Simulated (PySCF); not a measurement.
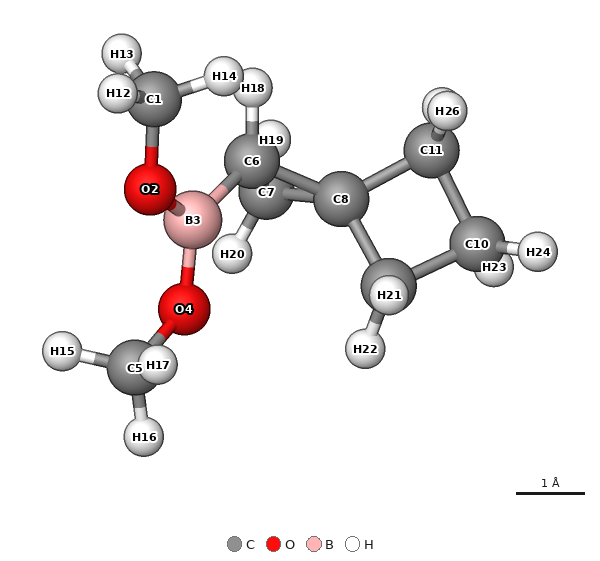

Fig. 1: The structure (ball-and-stick view, seen at a tilt; atoms are numbered from 1 in the order of the input). Bond lengths as drawn: B–C 1.56 Å, B–O 1.36 to 1.37 Å, C–C 1.48 to 1.54 Å, C–H 1.09 to 1.10 Å and C–O 1.40 Å.

## What a change does: NMR shielding calculation on C₈H₁₅BO₂

System: C₈H₁₅BO₂.
Method of the first run: GIAO PBE0/pcSseg-1 NMR shielding, non-relativistic, gas phase (PySCF 2.14.0).

The geometry comes from this level: PBE0-D3(BJ)/def2-SVP. Text and figures count atoms from 1; the logs count them from 0 in places.

The input, the first run:
```
{"job": {"kind": "nmr", "xc": "PBE0", "basis": "pcSseg-1"}, "charge": 0, "multiplicity": 1}
C      2.374667     1.932634     1.115276
O      2.349843     0.924148     0.144340
B      1.356680    -0.010707     0.070176
O      1.442881    -0.936950    -0.923713
C      2.499765    -0.924441    -1.846082
C      0.120163    -0.073360     1.016214
C     -0.614043    -1.394991     1.174222
C     -1.237456    -0.305206     0.390679
C     -1.630836    -0.372505    -1.082532
C     -3.082164    -0.074339    -0.646117
C     -2.557201     0.379079     0.734233
H      3.239427     2.582744     0.917994
H      2.480342     1.519375     2.132825
H      1.464235     2.555068     1.089316
H      3.462551    -1.157284    -1.361469
H      2.297672    -1.687095    -2.611769
H      2.602511     0.056598    -2.337909
H      0.099473     0.580608     1.894556
H     -1.033398    -1.626226     2.158187
H     -0.205715    -2.250635     0.628704
H     -1.191357     0.450966    -1.667463
H     -1.433556    -1.316619    -1.609819
H     -3.683998    -0.991987    -0.571407
H     -3.644266     0.664128    -1.236435
H     -3.091678     0.020998     1.627998
H     -2.451568     1.474032     0.801403
```

The first line tells a small driver script what to run in PySCF; the rest is the geometry in Å.

Command:
```bash
OMP_NUM_THREADS=2 python <driver script> task.json out
```

Hardware: 2 CPU threads, shared host.

Output (the first run):
```
coarse grid: 21248 points
cycle   1  E = -488.3705600730  dE =  1.569e+00  |g| = 8.047e-01  |ddm| = 4.427e+00
cycle   2  E = -488.2646497722  dE =  1.059e-01  |g| = 1.123e+00  |ddm| = 1.517e+00
cycle   3  E = -488.4992680981  dE = -2.346e-01  |g| = 9.439e-02  |ddm| = 9.216e-01
cycle   4  E = -488.5007145104  dE = -1.446e-03  |g| = 4.177e-02  |ddm| = 9.668e-02
cycle   5  E = -488.5011166332  dE = -4.021e-04  |g| = 7.255e-03  |ddm| = 3.995e-02
cycle   6  E = -488.5011250532  dE = -8.420e-06  |g| = 3.689e-03  |ddm| = 8.096e-03
cycle   7  E = -488.5011276984  dE = -2.645e-06  |g| = 4.959e-04  |ddm| = 2.644e-03
final grid: 203872 points
cycle   8  E = -488.5867942337  dE = -6.225e-05  |g| = 1.412e-02  |ddm| = 4.611e-02
cycle   9  E = -488.5867589292  dE =  3.530e-05  |g| = 1.965e-02  |ddm| = 2.440e-02
cycle  10  E = -488.5868363673  dE = -7.744e-05  |g| = 1.592e-03  |ddm| = 1.426e-02
cycle  11  E = -488.5868369194  dE = -5.521e-07  |g| = 1.688e-04  |ddm| = 1.377e-03
cycle  12  E = -488.5868369242  dE = -4.814e-09  |g| = 7.962e-05  |ddm| = 2.045e-04
cycle  13  E = -488.5868369254  dE = -1.230e-09  |g| = 2.893e-05  |ddm| = 9.392e-05
cycle  14  E = -488.5868369256  dE = -1.558e-10  |g| = 6.807e-06  |ddm| = 2.458e-05
converged SCF energy = -488.5868369256

GIAO shielding tensors (ppm)
atom      isotropic    diamagn.    paramagn.     s11        s22        s33       span
  0 C      130.753     243.452    -112.699    105.994    107.293    178.973     72.979
  1 O      228.327     395.557    -167.231     60.214    280.551    344.215    284.002
  2 B       71.120     198.358    -127.238     49.230     76.459     87.669     38.439
  3 O      241.711     400.377    -158.666    119.019    263.381    342.733    223.714
  4 C      133.476     240.265    -106.789    107.044    111.958    181.427     74.384
  5 C      175.758     255.707     -79.949    137.453    179.925    209.896     72.444
  6 C      160.720     255.575     -94.855    134.866    161.049    186.245     51.379
  7 C      157.056     250.164     -93.108    118.239    152.381    200.547     82.308
  8 C      151.664     245.606     -93.942    134.348    147.778    172.864     38.516
  9 C      165.981     255.841     -89.860    156.382    166.829    174.733     18.351
 10 C      150.096     249.715     -99.619    130.006    145.631    174.650     44.644
 11 H       27.517      27.106       0.411     23.303     25.551     33.698     10.395
 12 H       27.557      29.027      -1.470     23.787     25.407     33.477      9.690
 13 H       27.515      31.096      -3.581     23.258     26.519     32.768      9.510
 14 H       27.893      27.291       0.602     23.739     25.256     34.683     10.944
 15 H       27.985      27.923       0.062     23.358     26.127     34.472     11.114
 16 H       27.781      28.917      -1.136     23.789     25.576     33.978     10.189
 17 H       31.547      35.730      -4.183     24.651     30.409     39.581     14.930
 18 H       30.617      33.549      -2.932     25.608     27.000     39.241     13.633
 19 H       30.305      34.053      -3.747     24.644     29.045     37.227     12.584
 20 H       29.160      32.577      -3.417     25.066     29.325     33.087      8.021
 21 H       29.396      31.775      -2.379     24.954     28.175     35.060     10.106
 22 H       29.194      30.417      -1.223     25.839     26.754     34.988      9.148
 23 H       29.582      29.621      -0.039     25.461     26.339     36.946     11.485
 24 H       29.612      30.983      -1.371     25.869     26.768     36.199     10.330
 25 H       28.970      31.742      -2.772     25.185     27.782     33.942      8.757
```

The input of the second run differs as follows (lines with − go, lines with + come):
```diff
-"xc": "PBE0"
+"xc": "KT2"
+"pop": false
```

How does the second run compare with the first run?

The total energies belong to different methods, so their difference says nothing on which is more stable or more accurate. The HOMO goes from −7.38 to −6.18 eV. The LUMO goes from 0.90 to −0.08 eV. The dipole moment goes from 1.23 to 1.14 D. Of all shieldings, the largest change is that of O2, by −10.2 ppm. The functional changes from PBE0 to KT2. Exact exchange removes part of the self-interaction error of semilocal functionals, which pushes filled and empty levels apart. The SCF takes 16 iterations against 14.

Output, shortened to warnings, some set-up lines, iterations and results (the second run):
```
coarse grid: 21248 points
[...]
cycle   1  E = -497.0669075270  dE =  1.315e+00  |g| = 1.029e+00  |ddm| = 4.498e+00
cycle   2  E = -496.5429434488  dE =  5.240e-01  |g| = 1.886e+00  |ddm| = 2.782e+00
cycle   3  E = -497.2818797386  dE = -7.389e-01  |g| = 1.961e-01  |ddm| = 2.073e+00
cycle   4  E = -497.2888974022  dE = -7.018e-03  |g| = 8.840e-02  |ddm| = 2.277e-01
cycle   5  E = -497.2906689181  dE = -1.772e-03  |g| = 2.265e-02  |ddm| = 9.721e-02
[... 6 lines ...]
cycle  12  E = -497.3656165897  dE = -3.233e-06  |g| = 1.011e-03  |ddm| = 4.307e-03
cycle  13  E = -497.3656167781  dE = -1.883e-07  |g| = 4.187e-04  |ddm| = 9.887e-04
cycle  14  E = -497.3656168102  dE = -3.208e-08  |g| = 1.152e-04  |ddm| = 3.581e-04
cycle  15  E = -497.3656168128  dE = -2.616e-09  |g| = 2.847e-05  |ddm| = 1.138e-04
cycle  16  E = -497.3656168130  dE = -1.833e-10  |g| = 7.273e-06  |ddm| = 3.158e-05
converged SCF energy = -497.3656168130

GIAO shielding tensors (ppm)
atom      isotropic    diamagn.    paramagn.     s11        s22        s33       span
  0 C      128.994     244.850    -115.856    103.497    104.613    178.872     75.375
  1 O      218.162     396.554    -178.392     50.543    271.934    332.008    281.465
  2 B       74.013     200.327    -126.313     55.421     79.360     87.259     31.837
  3 O      233.012     401.284    -168.272    114.271    253.122    331.642    217.371
  4 C      132.016     241.659    -109.643    104.480    110.296    181.273     76.793
  5 C      173.525     256.242     -82.717    135.912    177.825    206.838     70.926
  6 C      158.170     256.374     -98.204    133.544    157.833    183.133     49.590
  7 C      153.091     251.700     -98.609    114.192    146.082    198.999     84.807
  8 C      147.525     247.106     -99.581    127.884    143.649    171.042     43.157
  9 C      162.816     257.104     -94.288    152.668    162.957    172.824     20.156
 10 C      145.925     250.698    -104.773    123.365    141.707    172.702     49.337
 11 H       27.403      27.073       0.330     23.405     25.452     33.353      9.947
 12 H       27.375      29.252      -1.877     23.684     25.147     33.294      9.610
 13 H       27.320      31.732      -4.412     23.174     26.178     32.609      9.435
 14 H       27.713      27.275       0.437     23.642     25.038     34.458     10.816
 15 H       27.877      28.171      -0.293     23.480     25.980     34.172     10.692
 16 H       27.575      29.237      -1.662     23.671     25.258     33.795     10.124
 17 H       31.387      35.929      -4.542     24.740     30.369     39.052     14.312
 18 H       30.473      33.345      -2.872     25.639     27.150     38.630     12.991
 19 H       30.202      34.248      -4.046     24.723     29.204     36.680     11.958
 20 H       28.875      33.057      -4.182     24.952     29.211     32.463      7.511
 21 H       29.169      32.121      -2.952     24.840     28.142     34.526      9.686
 22 H       29.005      30.462      -1.457     25.928     26.714     34.372      8.445
 23 H       29.376      29.491      -0.115     25.417     26.321     36.391     10.975
 24 H       29.365      30.925      -1.560     25.825     26.640     35.630      9.804
 25 H       28.693      32.070      -3.377     25.090     27.656     33.334      8.243
```

The two runs side by side:

```tsv
quantity	the first run	the second run
outcome	converged	converged
total energy (hartree)	−488.586837	−497.365617
HOMO (eV)	−7.38	−6.18
LUMO (eV)	0.90	−0.08
dipole moment (D)	1.23	1.14
shielding of O2 (ppm)	228.3	218.2
shielding of B3 (ppm)	71.1	74.0
shielding of O4 (ppm)	241.7	233.0
shielding of C8 (ppm)	157.1	153.1
shielding of C9 (ppm)	151.7	147.5
shielding of C10 (ppm)	166.0	162.8
shielding of C11 (ppm)	150.1	145.9
SCF iterations	14	16
basis functions	262	262
wall time (shared host)	49 s	72 s
```
